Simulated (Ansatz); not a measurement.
**Fields on a plane of Cd (hcp, Mg type)**

```
CELL_PARAMETERS angstrom
      3.01606     0.00000     0.00000
     -1.50803     2.61198     0.00000
      0.00000     0.00000     5.81912
ATOMIC_POSITIONS crystal
  Cd 0.33333 0.66667 0.75000
  Cd 0.66667 0.33333 0.25000
```

The slice is a (1 -1 0 0) plane (indices of the conventional cell) through the point (0.333, 0.667, 0.750) (fractional), spanned by u = [110] and v = [001] in vectors of this cell: u (3.02 Å) and v (5.82 Å, at 90° to u). It covers one period; positions are fractions (u, v).

Atoms on it: Cd at (0.00, 0.00). Other atoms lie within 1 Å of the plane.

All values below come from PBE (plane waves to 420 eV, PAW, scalar-relativistic; Ansatz, a first-principles code). k mesh 18×18×8. Near the nuclei the fields are pseudised (PAW); where an atom keeps semicore shells as valence, they peak there. Cd was relaxed with its symmetry unable to fall. The relaxed volume of Cd is well above the measured one; the method has no dispersion term.

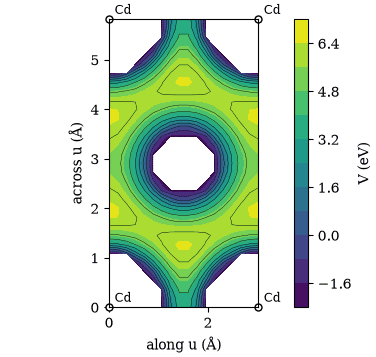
Figure: Electrostatic potential energy of an electron, from the cell's mean, in eV, one period of the plane, atoms marked. Points within 1 Å of a nucleus are left white, as the pseudised field means little there. Values under -2 eV are set to -2. The zero, the cell's mean, hangs on the PAW cores.

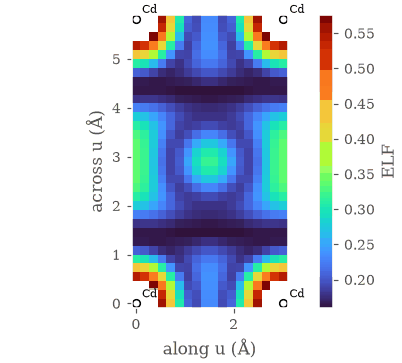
Figure: Electron localisation function (ELF), one period of the plane, atoms marked. Points within 0.5 Å of a nucleus are left white, as the pseudised field means little there.

| Property | Result |
|---|---|
| Density on the Cd–Cd line (3.02 Å) at its midpoint | 0.19 e/Å³ |
| ELF at that point | 0.2 |
